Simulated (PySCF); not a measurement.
# C₄H₆BF: NMR shifts and spin-spin couplings

Aim: predict the NMR shifts and spin-spin couplings of C₄H₆BF (`B[C@@H]1[C@@H]2[C@@H](F)[C@H]12`).

The runs use PySCF 2.14.0, with density-fitted response routines of our own; the level of theory stands in each step. All values are computed, except where a source is named. Atoms count from 0, in the outputs and in this text.

## 1. The starting structure

12 atoms, charge 0, multiplicity 1; geometry from: GFN2-xTB.

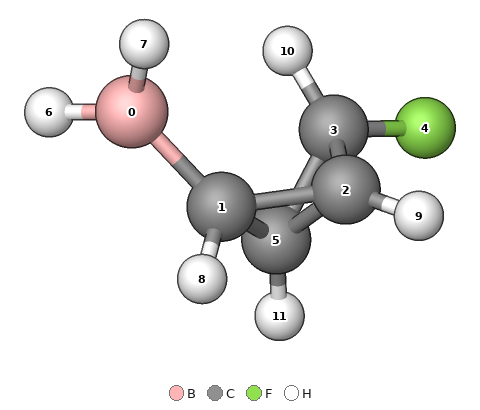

As it starts; boron pink, carbon grey, fluorine green, hydrogen white, atoms numbered.

## 2. Shielding tensors: PBE0/pcSseg-1

The job: settings as JSON, then the geometry in Å.

```
{"job": {"kind": "nmr", "xc": "PBE0", "basis": "pcSseg-1"}, "charge": 0, "multiplicity": 1}
B      1.761081     0.528594     0.041914
C      0.602914    -0.372569    -0.506702
C     -0.810404     0.068407    -0.772053
C     -1.122752     0.385723     0.649722
F     -2.438553     0.415189     1.014553
C     -0.536254    -0.937372     0.296857
H      2.407462     0.161157     0.943552
H      2.025604     1.530341    -0.498936
H      0.984251    -1.069764    -1.259130
H     -1.426167     0.085310    -1.644907
H     -0.570012     1.134521     1.212050
H     -0.875971    -1.930221     0.497054
```

Method: GIAO PBE0/pcSseg-1 NMR shielding, non-relativistic, gas phase.

The program printed:

```text
coarse grid: 10240 points
cycle   1  E = -280.1723976879  dE =  9.706e-01  |g| = 4.622e-01  |ddm| = 3.058e+00
cycle   2  E = -280.1575294822  dE =  1.487e-02  |g| = 5.924e-01  |ddm| = 7.710e-01
cycle   3  E = -280.2132008237  dE = -5.567e-02  |g| = 5.162e-02  |ddm| = 4.324e-01
cycle   4  E = -280.2135829166  dE = -3.821e-04  |g| = 2.728e-02  |ddm| = 7.082e-02
cycle   5  E = -280.2137470195  dE = -1.641e-04  |g| = 5.112e-03  |ddm| = 3.142e-02
cycle   6  E = -280.2137525091  dE = -5.490e-06  |g| = 1.825e-03  |ddm| = 6.510e-03
final grid: 99880 points
cycle   7  E = -280.2542377161  dE = -3.463e-05  |g| = 8.053e-03  |ddm| = 3.121e-02
cycle   8  E = -280.2542264899  dE =  1.123e-05  |g| = 1.120e-02  |ddm| = 1.833e-02
cycle   9  E = -280.2542532439  dE = -2.675e-05  |g| = 9.702e-04  |ddm| = 1.020e-02
cycle  10  E = -280.2542534027  dE = -1.588e-07  |g| = 2.096e-04  |ddm| = 9.507e-04
cycle  11  E = -280.2542534090  dE = -6.282e-09  |g| = 5.261e-05  |ddm| = 1.828e-04
cycle  12  E = -280.2542534096  dE = -5.959e-10  |g| = 1.760e-05  |ddm| = 5.074e-05
converged SCF energy = -280.2542534096

GIAO shielding tensors (ppm)
atom      isotropic    diamagn.    paramagn.     s11        s22        s33       span
  0 B       -0.020     189.543    -189.563    -81.847    -44.682    126.470    208.317
  1 C      163.170     253.217     -90.047    135.736    149.609    204.163     68.427
  2 C      175.161     251.033     -75.872    120.169    197.772    207.543     87.375
  3 C      104.852     248.145    -143.293     67.201     68.449    178.908    111.707
  4 F      360.214     468.140    -107.926    300.155    353.887    426.600    126.445
  5 C      174.927     251.003     -76.076    119.862    197.445    207.473     87.610
  6 H       23.299      28.834      -5.536     14.408     26.629     28.858     14.450
  7 H       23.295      28.831      -5.535     14.385     26.628     28.873     14.487
  8 H       31.254      29.909       1.345     25.700     27.357     40.703     15.003
  9 H       29.247      31.355      -2.107     24.331     26.507     36.904     12.573
 10 H       28.575      30.214      -1.639     21.900     29.923     33.903     12.004
 11 H       29.237      31.351      -2.115     24.319     26.512     36.880     12.561
```

Wall time 12 s (1 thread, shared host).

The references, computed at this level on geometries of the same kind, shield at (ppm): 1H TMS 31.72, 13C TMS 186.9, 19F CFCl3 170.9, 11B BF3·OEt2 100.1. Their shielding less the atom's gives the shift. The references are single molecules in the gas phase, so shifts against H2O, NH3, PH3, H3PO4 or CFCl3 are not on the usual liquid scales and can be off by tens of ppm. Atoms listed in one row are averaged.

| atoms | environment | σ (ppm) | δ (ppm) | δ scaled to CDCl3 |
| --- | --- | --- | --- | --- |
| C3 | three-membered-ring carbon bearing a halogen | 104.9 | 82.1 | 78.2 |
| C1 | three-membered-ring carbon | 163.2 | 23.8 | 21.3 |
| C2, C5 | three-membered-ring carbon | 175.0 | 11.9 | 9.7 |
| H6, H7 | hydrogen on a boron bonded to C | 23.30 | 8.42 | – |
| H10 | hydrogen on a three-membered-ring carbon bearing a halogen | 28.58 | 3.14 | 3.07 |
| H9, H11 | hydrogen on a three-membered-ring carbon | 29.24 | 2.47 | 2.44 |
| H8 | hydrogen on a three-membered-ring carbon | 31.25 | 0.46 | 0.54 |
| B0 | boron bonded to C, 2 H | 0.0 | 100.1 | – |
| F4 | fluorine on an sp3 carbon | 360.2 | -189.3 | – |

The scaled column applies a straight-line fit of computed shieldings to shifts measured in CDCl3, and one for carbons that bear F (root-mean-square error 0.16 ppm for H, 1.9 ppm for C).

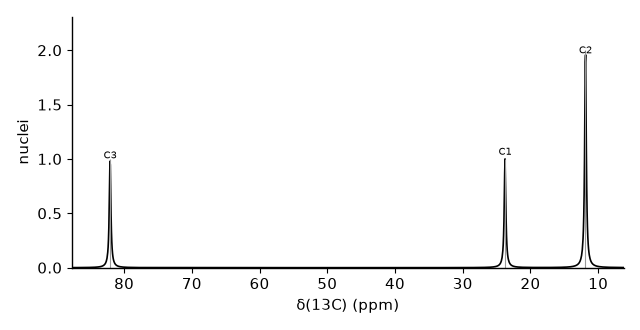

13C lines at the computed shifts, without couplings. Lines are broadened to a width of 0.28 ppm (Lorentzian).

The run also stored atomic charges by several schemes (e):

| atoms | Mulliken | IAO | Hirshfeld | ESP fit |
| --- | --- | --- | --- | --- |
| B0 | 0.26 | 0.08 | 0.17 | 0.46 |
| C1 | -0.39 | -0.26 | -0.10 | -0.49 |
| C2, C5 | -0.12 | -0.17 | -0.06 | -0.13 |
| C3 | 0.25 | 0.17 | 0.05 | 0.05 |
| F4 | -0.31 | -0.31 | -0.11 | -0.18 |

ESP fit charges:

| atom | value (e) |
| --- | --- |
| B0 | 0.46 |
| C1 | -0.49 |
| C2 | -0.13 |
| C3 | 0.05 |
| F4 | -0.18 |
| C5 | -0.13 |
| H6 | -0.14 |
| H7 | -0.14 |
| H8 | 0.23 |
| H9 | 0.17 |
| H10 | 0.14 |
| H11 | 0.17 |

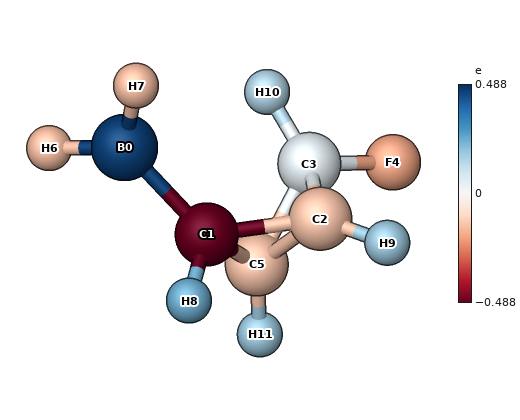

ESP fit charges, as colours on the atoms.

Mayer bond orders: B0–C1 0.92, C1–C2 0.95, C2–C3 0.96, C3–F4 0.92, C3–C5 0.96, C5–C1 0.95, C5–C2 0.78.

Ring of atoms C1, C2, C5: NICS(0) -45.5, NICS(1) -12.0, NICS(1)zz -21.7 ppm (means of both faces; NICS(1) differs between them: -17.4 and -6.6).

The two faces differ (NICS(1)zz -24.8 and -18.6 ppm).

In rings of three or four atoms NICS is ruled by the nearby σ bonds, so it says little on aromaticity.

Ring of atoms C2, C3, C5: NICS(0) -42.1, NICS(1) -12.4, NICS(1)zz -20.3 ppm (means of both faces; NICS(1) differs between them: -18.1 and -6.8).

The two faces differ (NICS(1)zz -17.6 and -23.1 ppm).

In rings of three or four atoms NICS is ruled by the nearby σ bonds, so it says little on aromaticity.

## 3. J couplings: B3LYP/pcJ-1

The job, as its differences from that of step 2:

```diff
@@ -1,2 +1,2 @@
-{"job": {"kind": "nmr", "xc": "PBE0", "basis": "pcSseg-1"}, "charge": 0, "multiplicity": 1}
+{"job": {"kind": "j", "xc": "B3LYP", "basis": "pcJ-1"}, "charge": 0, "multiplicity": 1}
 B      1.761081     0.528594     0.041914
```

With the program's defaults for keys left out, this is: B3LYP/pcJ-1 indirect spin-spin coupling, non-relativistic, gas phase.

The program printed:

```text
coarse grid: 10240 points
cycle   1  E = -280.5172640285  dE =  8.836e-01  |g| = 5.160e-01  |ddm| = 2.879e+00
cycle   2  E = -280.4895318513  dE =  2.773e-02  |g| = 6.955e-01  |ddm| = 8.688e-01
cycle   3  E = -280.5656850023  dE = -7.615e-02  |g| = 6.420e-02  |ddm| = 4.906e-01
cycle   4  E = -280.5661542296  dE = -4.692e-04  |g| = 3.878e-02  |ddm| = 8.225e-02
cycle   5  E = -280.5664773450  dE = -3.231e-04  |g| = 6.529e-03  |ddm| = 3.969e-02
cycle   6  E = -280.5664857614  dE = -8.416e-06  |g| = 2.417e-03  |ddm| = 7.707e-03
final grid: 99880 points
cycle   7  E = -280.6151922579  dE = -1.211e-04  |g| = 7.892e-03  |ddm| = 2.050e-02
cycle   8  E = -280.6151776954  dE =  1.456e-05  |g| = 1.169e-02  |ddm| = 1.630e-02
cycle   9  E = -280.6152048282  dE = -2.713e-05  |g| = 8.042e-04  |ddm| = 9.944e-03
cycle  10  E = -280.6152048714  dE = -4.322e-08  |g| = 5.779e-04  |ddm| = 1.048e-03
cycle  11  E = -280.6152049286  dE = -5.712e-08  |g| = 5.304e-05  |ddm| = 3.929e-04
cycle  12  E = -280.6152049291  dE = -5.615e-10  |g| = 1.923e-05  |ddm| = 6.270e-05
converged SCF energy = -280.6152049291

Indirect spin-spin couplings (Hz)
  i      j    bonds     total        FC       PSO       DSO        SD
  0 B    1 C    1     67.721    69.220    -2.039     0.210     0.330
  0 B    2 C    2     -1.104    -0.616    -0.409    -0.038    -0.041
  0 B    3 C    3      5.195     5.071     0.155     0.047    -0.078
  0 B    4 F    4     -1.038    -0.961     0.076    -0.315     0.162
  0 B    5 C    2     -1.108    -0.605    -0.423    -0.038    -0.042
  0 B    6 H    1    131.596   132.771    -2.155     0.384     0.595
  0 B    7 H    1    131.655   132.831    -2.155     0.385     0.595
  0 B    8 H    2      2.942     2.653     0.323    -0.281     0.247
  0 B    9 H    3     -0.703    -0.587     0.374    -0.495     0.005
  0 B   10 H    4      0.912     0.741    -0.312     0.431     0.052
  0 B   11 H    3     -0.710    -0.591     0.372    -0.495     0.004
  1 C    2 C    1     22.598    23.416    -1.042     0.223         -
  1 C    3 C    2     11.383    11.112     0.225     0.046         -
  1 C    4 F    3     10.823    16.114    -5.178    -0.428     0.315
  1 C    5 C    1     22.574    23.390    -1.040     0.224         -
  1 C    6 H    2      5.145     5.461    -0.256    -0.060         -
  1 C    7 H    2      5.091     5.407    -0.256    -0.060         -
  1 C    8 H    1    135.198   133.198     1.047     0.953         -
  1 C    9 H    2      2.654     2.627     0.496    -0.468         -
  1 C   10 H    3      2.241     2.100     0.098     0.043         -
  1 C   11 H    2      2.658     2.630     0.495    -0.468         -
  2 C    3 C    1     28.383    29.657    -1.548     0.274         -
  2 C    4 F    2     10.655    15.296    -4.428    -0.117    -0.096
  2 C    5 C    1    -11.443   -11.034    -0.617     0.208         -
  2 C    6 H    3      8.159     8.252     0.220    -0.313         -
  2 C    7 H    3      3.633     3.713    -0.054    -0.026         -
  2 C    8 H    2     -3.377    -3.363     0.148    -0.163         -
  2 C    9 H    1    223.408   222.612    -0.247     1.044         -
  2 C   10 H    2      5.543     5.349     0.481    -0.288         -
  2 C   11 H    2     -3.606    -3.732     0.648    -0.522         -
  3 C    4 F    1   -279.429  -309.009    12.494     0.831    16.255
  3 C    5 C    1     28.411    29.685    -1.548     0.274         -
  3 C    6 H    4     -0.345    -0.430     0.083     0.002         -
  3 C    7 H    4     -0.338    -0.424     0.080     0.005         -
  3 C    8 H    3     30.166    30.094     0.607    -0.535         -
  3 C    9 H    2      1.932     1.933     0.361    -0.361         -
  3 C   10 H    1    211.790   211.335    -0.861     1.315         -
  3 C   11 H    2      1.914     1.915     0.361    -0.362         -
  4 F    5 C    2     10.705    15.333    -4.422    -0.117    -0.090
  4 F    8 H    4      8.240     9.148     0.786    -1.676    -0.018
  4 F    9 H    3      0.859     1.104     0.465    -0.567    -0.142
  4 F   10 H    2     84.571    80.274     8.732    -1.266    -3.169
  4 F   11 H    3      0.864     1.105     0.470    -0.569    -0.142
  5 C    6 H    3      3.542     3.625    -0.054    -0.028         -
  5 C    7 H    3      8.042     8.138     0.216    -0.312         -
  5 C    8 H    2     -3.428    -3.414     0.149    -0.162         -
  5 C    9 H    2     -3.624    -3.750     0.648    -0.522         -
  5 C   10 H    2      5.577     5.385     0.480    -0.288         -
  5 C   11 H    1    223.471   222.679    -0.251     1.044         -
  6 H    7 H    2      5.494     5.786     1.898    -2.190         -
  6 H    8 H    3     -0.880    -0.838     1.018    -1.060         -
  6 H    9 H    4      0.930     1.008     1.506    -1.584         -
  6 H   10 H    5      0.154     0.118    -0.507     0.542         -
  6 H   11 H    4      0.309     0.375     0.727    -0.794         -
  7 H    8 H    3     -0.864    -0.821     1.032    -1.075         -
  7 H    9 H    4      0.301     0.367     0.727    -0.793         -
  7 H   10 H    5      0.159     0.122    -0.523     0.560         -
  7 H   11 H    4      0.940     1.018     1.507    -1.585         -
  8 H    9 H    3      3.090     3.214     0.682    -0.806         -
  8 H   10 H    4     -1.611    -1.568     2.015    -2.058         -
  8 H   11 H    3      3.136     3.260     0.679    -0.802         -
  9 H   10 H    3     -1.412    -1.383     2.487    -2.516         -
  9 H   11 H    3      9.291     9.445     1.463    -1.617         -
 10 H   11 H    3     -1.413    -1.383     2.487    -2.517         -
```

Wall time 30 s (1 thread, shared host).

Couplings of 1 Hz or more, nine at most for each number of bonds, with means over like pairs (isotopes 11B, 13C, 19F, 1H):

| pair | bonds | J (Hz) | Fermi contact (Hz) | dihedral (°) |
| --- | --- | --- | --- | --- |
| C3–F4 | 1 | -279.4 | -309.0 | – |
| C2–H9 | 1 | 223.4 | 222.6 | – |
| C3–H10 | 1 | 211.8 | 211.3 | – |
| C1–H8 | 1 | 135.2 | 133.2 | – |
| B0–H6 | 1 | 131.6 | 132.8 | – |
| B0–C1 | 1 | 67.7 | 69.2 | – |
| C2–C3 | 1 | 28.4 | 29.7 | – |
| C1–C2 | 1 | 22.6 | 23.4 | – |
| C2–C5 | 1 | -11.4 | -11.0 | – |
| F4–H10 | 2 | 84.6 | 80.3 | – |
| C1–C3 | 2 | 11.4 | 11.1 | – |
| C2–F4 | 2 | 10.7 | 15.3 | – |
| C2–H10 | 2 | 5.6 | 5.4 | – |
| H6–H7 | 2 | 5.5 | 5.8 | – |
| C1–H6 | 2 | 5.1 | 5.4 | – |
| C2–H11 | 2 | -3.6 | -3.7 | – |
| C2–H8 | 2 | -3.4 | -3.4 | – |
| B0–H8 | 2 | 2.9 | 2.7 | – |
| C3–H8 | 3 | 30.2 | 30.1 | – |
| C1–F4 | 3 | 10.8 | 16.1 | – |
| H9–H11 | 3 | 9.3 | 9.4 | 0 |
| C2–H6 | 3 | 5.8 | 5.9 | – |
| B0–C3 | 3 | 5.2 | 5.1 | – |
| H8–H9 | 3 | 3.1 | 3.2 | -21 |
| C1–H10 | 3 | 2.2 | 2.1 | – |
| H9–H10 | 3 | -1.4 | -1.4 | -124 |
| F4–H8 | 4 | 8.2 | 9.1 | – |
| H8–H10 | 4 | -1.6 | -1.6 | – |
| B0–F4 | 4 | -1.0 | -1.0 | – |

The spin-dipole term was solved for some atoms only; pairs without it lack that part.

Quadrupole couplings from the field gradients of the same density:

| atom | isotope | eQq/h (MHz) | η |
| --- | --- | --- | --- |
| B0 | 11B | 6.209 | 0.01 |

Joined with the shifts from before (PBE0/pcSseg-1, scaled to CDCl3 for protons on carbon, raw for the others), the couplings predict the line list below for 500 MHz. H–H couplings in it are scaled by factors fitted to measured ones, so they differ from the table. Couplings to quadrupolar nuclei are left out.

1H NMR δ 8.42 (br, 2H), 3.07 (dq, J = 84.6, 1.4 Hz, 1H), 2.44 (dd, J = 2.9, 1.3 Hz, 2H), 0.54 (m, 1H). The letters are first-order; like nuclei with unlike couplings give more lines.

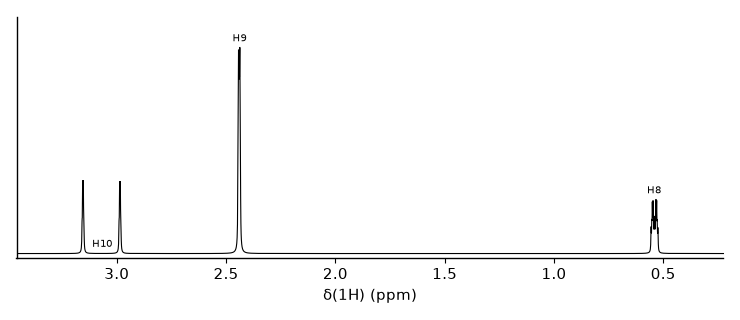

Simulated proton spectrum at 500 MHz, by exact diagonalisation of each spin system; lines 1.2 Hz wide, exchangeable protons uncoupled, protons on B, Al or Ga left out.

## 4. Summary of results

| quantity | value |
| --- | --- |
| 13C shifts against TMS (PBE0/pcSseg-1, means over atoms taken as alike) | 82.1, 23.8, 11.9 ppm |
| 1H shifts against TMS (PBE0/pcSseg-1, means over atoms taken as alike) | 8.42, 3.14, 2.47, 0.46 ppm |
| 11B shifts against BF3·OEt2 (PBE0/pcSseg-1) | 100.1 ppm |
| 19F shifts against CFCl3 (PBE0/pcSseg-1) | -189.3 ppm |
| largest coupling of the table (B3LYP/pcJ-1) | 1J(C,F) C3–F4, -279.4 Hz |

In words: The most deshielded carbon is C3 (three-membered-ring carbon bearing a halogen), at 82.1 ppm: deshielded by the electronegative neighbour. At PBE0/pcSseg-1: Shielding is most anisotropic at B0 (span 208 ppm, paramagnetic term -190 ppm). In the run at B3LYP/pcJ-1, the largest coupling of the table is C3–F4, -279.4 Hz, of which the Fermi-contact term gives -309.0 Hz. Couplings across rotatable bonds belong to this one conformer; where others are populated, the observed values are averages.
